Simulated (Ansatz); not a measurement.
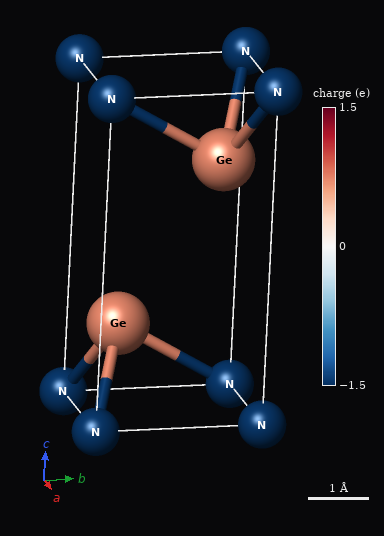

The figure gives a ball-and-stick picture of the atoms, viewed slightly off an axis. Atoms at the boundary of the cell (the run's own, in a reduced setting) (the box) are drawn once for each face, edge or corner they touch. The atoms of this Ge₂N cell are coloured by their Bader charge.

Method used: DFT PBE, scalar-relativistic, plane waves, PAW (Ansatz 0.2.0). It ran with a kinetic-energy cutoff of 420 eV, k-points about 0.14 Å⁻¹ apart, Gaussian smearing of 0.1 eV, no spin polarisation.

Describe the charge distribution among the elements.

Answer. Most positive: Ge; most negative: N. Charges: about Ge +0.7 e; N -1.4 e.

Origin of the cell: a structure type filled with these elements by a generator (whether the compound takes this form wasn't checked). Earlier steps of the study, as a rule a relaxation of our own, may have changed the cell and positions, so they can lie some per cent off the listed ones. A calculation with Ansatz used it as input.
